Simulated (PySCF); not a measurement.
# CuHCl: relaxation and vibrations of the doublet

The task is one start of a wider search on CuHCl: the doublet, from a bent start. It is relaxed, tested by its Hessian and followed downhill if it is a saddle.

Computed with PySCF 2.14.0. Level: PBE0, basis Cu def2-TZVP, H def2-TZVP, Cl def2-TZVP, no relativity, density fitting.

**1. The starting structure**

3 atoms, charge 0, spin multiplicity 2.

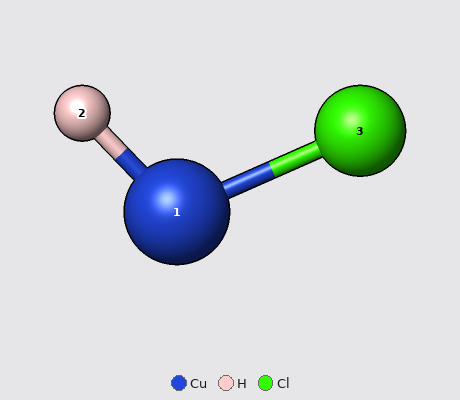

The starting geometry (copper blue, hydrogen pink, chlorine green); atoms are numbered from 1 in the order of the file.

Coordinates in bohr (charge 0 multiplicity 2):
```
Cu    0.0000    0.0000    0.0000
H    -2.2291    0.0000    1.5609
Cl    3.2662    0.0000    2.2869
```

**2. Finding the electronic state**

The steps below are one call of a driver around PySCF. For each, scf.py gives the equivalent set-up of the SCF; relaxations use the driver's own optimiser. After this first run the driver tries any further starts and a stability analysis.

scf.py

```python
from pyscf import gto, scf, dft
mol = gto.M(atom='''
Cu     0.000000     0.000000     0.000000
H     -1.179600     0.000000     0.826000
Cl     1.728400     0.000000     1.210200''',
    basis={'Cu': 'def2-TZVP', 'H': 'def2-TZVP', 'Cl': 'def2-TZVP'},
    charge=0, spin=1)
mf = dft.UKS(mol, xc='PBE0')
mf.grids.atom_grid = (50, 194)
aux = {'Cu': 'def2-universal-JKFIT', 'H': 'def2-universal-JKFIT', 'Cl': 'def2-universal-JKFIT'}
mf = mf.density_fit(auxbasis=aux)
mf.conv_tol = 1e-08
mf.diis_space = 10
mf.max_cycle = 60
mf.init_guess = 'minao'
mf.verbose = 4
mf.kernel()
```

Command:

```bash
OMP_NUM_THREADS=2 python axn.py task.json out
```

Standard output:

```text
init E= -2100.55005262659
[... the frontier-level lines of each cycle are left out ...]
cycle= 1 E= -2099.38009561519  delta_E= 1.17  |g|= 2.88  |ddm|= 1.24
cycle= 2 E= -2093.47549012661  delta_E=  5.9  |g|= 5.68  |ddm|= 3.43
cycle= 3 E= -2100.63192724703  delta_E= -7.16  |g|= 1.02  |ddm|= 2.93
cycle= 4 E= -2100.42673265645  delta_E= 0.205  |g|= 0.902  |ddm|= 1.28
cycle= 5 E= -2100.91955877982  delta_E= -0.493  |g|= 0.078  |ddm|= 0.898
cycle= 6 E= -2100.92177094395  delta_E= -0.00221  |g|= 0.0351  |ddm|= 0.0705
cycle= 7 E= -2100.92207341107  delta_E= -0.000302  |g|= 0.0214  |ddm|= 0.0234
cycle= 8 E= -2100.92222454932  delta_E= -0.000151  |g|= 0.00777  |ddm|= 0.016
cycle= 9 E= -2100.92225027407  delta_E= -2.57e-05  |g|= 0.00185  |ddm|= 0.00785
cycle= 10 E= -2100.92225243438  delta_E= -2.16e-06  |g|= 0.000396  |ddm|= 0.00267
cycle= 11 E= -2100.92225268047  delta_E= -2.46e-07  |g|= 0.000278  |ddm|= 0.00102
cycle= 12 E= -2100.92225273232  delta_E= -5.18e-08  |g|= 5.4e-05  |ddm|= 0.000437
cycle= 13 E= -2100.92225274407  delta_E= -1.18e-08  |g|= 3.01e-05  |ddm|= 0.000222
cycle= 14 E= -2100.9222527463  delta_E= -2.23e-09  |g|= 1.41e-05  |ddm|= 8.04e-05
Extra cycle  E= -2100.92225274692  delta_E= -6.18e-10  |g|= 1.49e-05  |ddm|= 3.99e-05
converged SCF energy = -2100.92225274692  <S^2> = 0.7543533  2S+1 = 2.0043486
```

This step, with its further starts and checks, took 10 s on 2 threads of Arm Neoverse V1, shared host.

The starts that the driver tried:

```tsv
start	energy (Eh)
the minimal-basis guess	-2100.922253
a thermally smeared density	-2100.922253
a smeared PBE density	-2100.922253
```

No lower solution of this spin turned up from the other starts or in the test of internal stability.

**3. Relaxation: bent start, doublet**

The program finds Cs symmetry in the start, which this walk keeps. The walk stops when the largest gradient is under 0.0003 Eh/bohr and the energy has settled too.

Edit scf.py of step 2 so:

```diff
@@ -3,3 +3,3 @@
-Cu     0.000000     0.000000     0.000000
-H     -1.179600     0.000000     0.826000
-Cl     1.728400     0.000000     1.210200''',
+Cu    -0.599065     0.000000    -0.436289
+H     -1.778665     0.000000     0.389711
+Cl     1.129335     0.000000     0.773911''',
@@ -15 +14,0 @@
-mf.init_guess = 'minao'
```

Energy and gradient, step by step:

```tsv
step	energy (Eh)	change (kJ/mol)	largest symmetric gradient (Eh/bohr)
0	-2100.922253	0.00	0.01626
1	-2100.923824	-4.13	0.00992
2	-2100.925746	-9.17	0.00882
3	-2100.925951	-9.71	0.00620
4	-2100.926507	-11.17	0.00221
5	-2100.926594	-11.40	0.00143
6	-2100.926618	-11.46	0.00044
7	-2100.926619	-11.46	0.00006
```

The walk took 14 s.

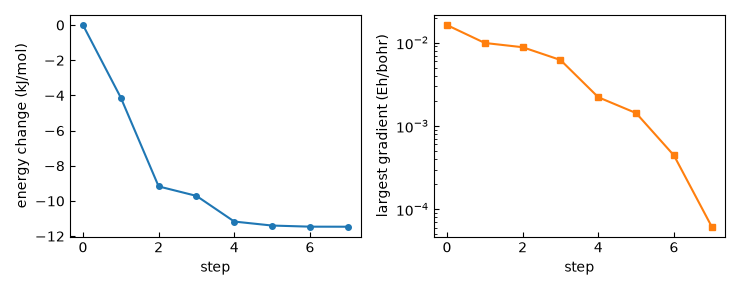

How energy and gradient fall.

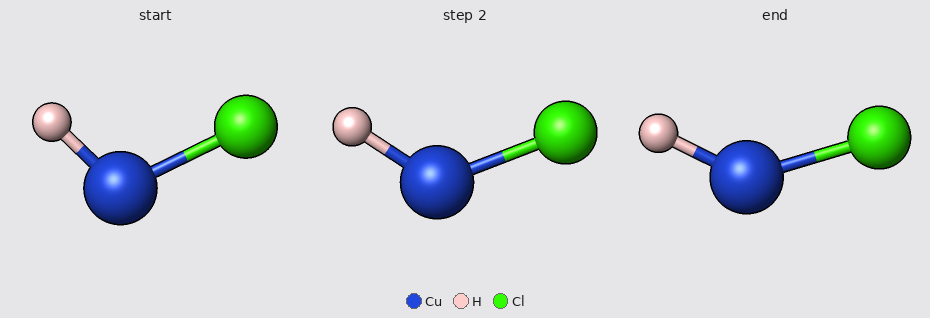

The geometry along the walk, at one scale.

It settles in Cs symmetry, 11.5 kJ/mol below the start, after 7 steps: Cu–Cl 2.092 Å, Cu–H 1.490 Å; Cl–Cu–H 136.8°.

**4. Vibrations and properties at this point**

The point is checked on the finer grid, and tightened if its gradient asks for it. The Hessian and the dipole derivatives come from central differences of analytic gradients, with steps of 0.02 bohr.

Edit scf.py of step 3 so:

```diff
@@ -3,3 +3,3 @@
-Cu    -0.599065     0.000000    -0.436289
-H     -1.778665     0.000000     0.389711
-Cl     1.129335     0.000000     0.773911''',
+Cu    -0.652584     0.000000    -0.324556
+H     -2.072297     0.000000     0.128097
+Cl     1.233734     0.000000     0.578887''',
@@ -9 +9 @@
-mf.grids.atom_grid = (50, 194)
+mf.grids.atom_grid = (75, 302)
@@ -12 +12 @@
-mf.conv_tol = 1e-08
+mf.conv_tol = 1e-10
```

The driver hands on the density of the step before, so the log starts near convergence.

SCF at the final geometry:

```text
init E= -2100.92653708247
[... the frontier-level lines of each cycle are left out ...]
cycle= 1 E= -2100.92653708239  delta_E= 7.78e-11  |g|= 2.32e-05  |ddm|= 8.8e-06
cycle= 2 E= -2100.92653708149  delta_E= 8.98e-10  |g|= 7.64e-05  |ddm|= 2.84e-05
cycle= 3 E= -2100.92653708249  delta_E= -9.93e-10  |g|= 7.73e-07  |ddm|= 2.21e-05
cycle= 4 E= -2100.92653708249  delta_E= -4.55e-12  |g|= 4.51e-07  |ddm|= 7.21e-07
Extra cycle  E= -2100.92653708248  delta_E= 6.37e-12  |g|= 9.2e-07  |ddm|= 7.53e-07
converged SCF energy = -2100.92653708248  <S^2> = 0.75409678  2S+1 = 2.0040926
```

The whole step took 42 s.

Geometry: Cs; Cu–Cl 2.092 Å, Cu–H 1.490 Å; Cl–Cu–H 136.7°.

Harmonic modes (main isotopes):

```tsv
symmetry	ω (cm⁻¹)	IR (km/mol)
a'	284	22.1
a'	403	40.8
a'	1865	15.9
```

All wavenumbers are real: a minimum.

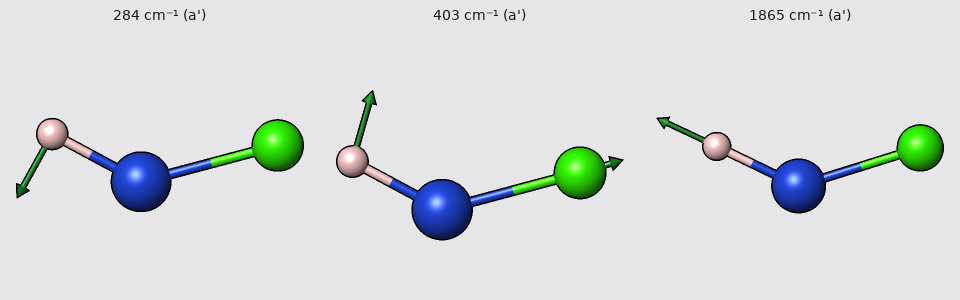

Displacements of 3 of the modes, as arrows (one member where a mode is degenerate).

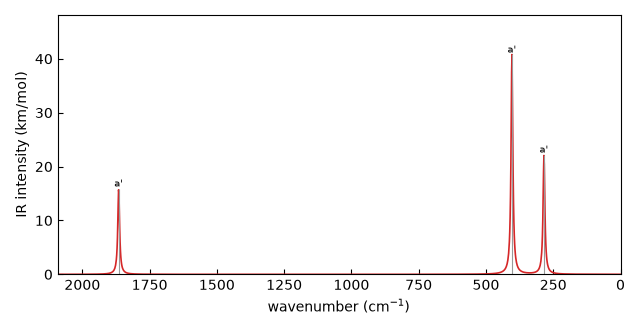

The harmonic infrared spectrum (widths in cm⁻¹). Lines are broadened to a width of 8 cm⁻¹ (Lorentzian).

Constants and moments:

```
Dipole moment                                                   : 2.92 D
Highest occupied level                                          : -8.43 eV
Lowest empty level                                              : -5.03 eV
Rotational constants                                            : 16.75, 0.1657, 0.1641 cm⁻¹
Zero-point energy                                               : 15.3 kJ/mol
Principal polarisabilities                                      : 25.4, 28.9, 72.1 bohr³
Atomisation energy without zero-point energy                    : 483 kJ/mol
Principal traceless quadrupole moments about the centre of mass : -3.27, 0.87, 2.40 D Å
Entropy at 298.15 K and 1 bar (electronic part: spin only)      : 269.2 J/(mol K)
Heat capacity Cp at 298.15 K                                    : 46.6 J/(mol K)
Enthalpy at 298.15 K above 0 K                                  : 11.88 kJ/mol
Rotational symmetry number                                      : 1
Spin squared ⟨S²⟩                                               : 0.754
```

Charges (e) and bond orders:

```json
{"atom": "Cu1", "Mulliken": "0.40", "Löwdin": "0.08", "polar tensor": "0.68", "spin (Mulliken)": "0.55", "Mayer order to Cu1": "–"}
{"atom": "H2", "Mulliken": "-0.04", "Löwdin": "-0.07", "polar tensor": "-0.17", "spin (Mulliken)": "0.26", "Mayer order to Cu1": "0.87"}
{"atom": "Cl3", "Mulliken": "-0.36", "Löwdin": "-0.01", "polar tensor": "-0.51", "spin (Mulliken)": "0.19", "Mayer order to Cu1": "1.01"}
```

Outer orbital energies (eV). α occupied: -12.19, -11.38, -11.15, -11.09, -9.66, -9.10, -8.55, -8.54; empty: -1.19, 1.38, 1.97, 2.68. β occupied: -11.95, -11.03, -10.79, -10.71, -10.38, -9.18, -8.62, -8.43; empty: -5.03, -0.79, 1.64, 2.21.

Mulliken populations on Cu1: s 6.70, p 12.35, d 9.55, f 0.00.

**5. Outcome**

```
                                          quantity                                        value
                                           minimum                                  doublet, Cs
                                          geometry  Cu–Cl 2.092 Å, Cu–H 1.490 Å; Cl–Cu–H 136.7°
                                wavenumbers (cm⁻¹)                284 (a'), 403 (a'), 1865 (a')
                                     dipole moment                                       2.92 D
highest occupied, lowest empty level (either spin)                              -8.43, -5.03 eV
                        polar-tensor charge of Cu1                                      +0.68 e
                                 zero-point energy                                  15.3 kJ/mol
                               entropy at 298.15 K                              269.2 J/(mol K)
         atomisation energy (no zero-point energy)                                   483 kJ/mol
                                              ⟨S²⟩                                        0.754
```

What this shows: The bent start keeps its Cs symmetry and ends in a minimum. In the infrared the band at 403 cm⁻¹ (a', mixed) leads. Most of the spin sits on Cu1 (Mulliken spin 0.55, against 1 for the whole molecule). Other starts or spin states, not run here, may lie lower. One determinant may miss the lowest occupation of an open d or f shell.

The search up to here took 66 s.
